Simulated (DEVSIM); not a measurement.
Device: Pt/AlN/n-Si capacitor, at 250 K.

| layer (left to right) | material | thickness (nm) | Nd (cm⁻³) |
|---|---|---|---|
| 1 | AlN | 3.70 | - |
| 2 | Si | 2000 | 8.5e16 |

Metal gate on the left, work function 5.6 eV. Fixed charge at the semiconductor interface 3.7e11 cm⁻² (in units of +e); no interface traps.

This is a model device: material constants are rounded textbook-type values typed into the input, and sizes, dopings and lifetimes were drawn at random. Values at 300 K; Nc and Nv go as T^1.5, mobilities as T to minus their exponent, the gap by Varshni's rule with the affinity fixed.

| parameter | AlN | Si |
|---|---|---|
| gap (eV) | 6.1 | 1.124 |
| affinity (eV) | 1.9 | 4.05 |
| permittivity | 8.5 | 11.7 |
| Nc (cm⁻³) | - | 2.86e19 |
| Nv (cm⁻³) | - | 3.1e19 |
| Varshni α (eV/K) | - | 0.000473 |
| Varshni β (K) | - | 636 |

Simulated with DEVSIM: 1D Poisson equation in equilibrium, Boltzmann statistics, complete ionisation; no quantum confinement or tunnelling. Metal contacts follow the ideal Schottky-Mott rule: no Fermi-level pinning, no interface dipoles.

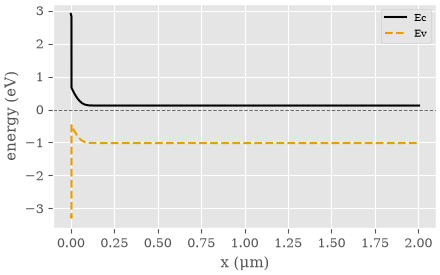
Fig. 1. Band edges at 0.8 V on the gate

Energies count from the Fermi level of the right contact; mesh points crowd at the junctions.

```
x (μm)     Ec (eV)  Ev (eV)  n (cm⁻³)  p (cm⁻³)  field (V/cm)
---------  -------  -------  --------  --------  ------------
0.000        2.900   -3.200     < 1e2     < 1e2       -240000
0.0009500    2.877   -3.223     < 1e2     < 1e2       -240000
0.002092     2.850   -3.250     < 1e2     < 1e2       -240000
0.003189     2.824   -3.276     < 1e2     < 1e2       -240000
0.004469     0.652   -0.484   1500000     4.2e9       -120000
0.006469     0.630   -0.507   4400000     1.4e9       -110000
0.01054      0.584   -0.552     3.6e7     1.8e8       -110000
0.02250      0.465   -0.671     9.3e9    690000        -92000
0.04319      0.302   -0.834    1.8e13       360        -65000
0.08256      0.145   -0.991    2.6e16     < 1e2        -17000
0.1655       0.120   -1.017    8.5e16     < 1e2           -39
0.4091       0.119   -1.017    8.5e16     < 1e2           ≈ 0
0.8303       0.119   -1.017    8.5e16     < 1e2           ≈ 0
1.402        0.119   -1.017    8.5e16     < 1e2           ≈ 0
1.763        0.119   -1.017    8.5e16     < 1e2           ≈ 0
1.886        0.119   -1.017    8.5e16     < 1e2           ≈ 0
1.945        0.119   -1.017    8.5e16     < 1e2           ≈ 0
1.975        0.119   -1.017    8.5e16     < 1e2           ≈ 0
1.993        0.119   -1.017    8.5e16     < 1e2           ≈ 0
1.999        0.119   -1.017    8.5e16     < 1e2           ≈ 0
2.002        0.119   -1.017    8.5e16     < 1e2           ≈ 0
2.004        0.119   -1.017    8.5e16     < 1e2           ≈ 0
```
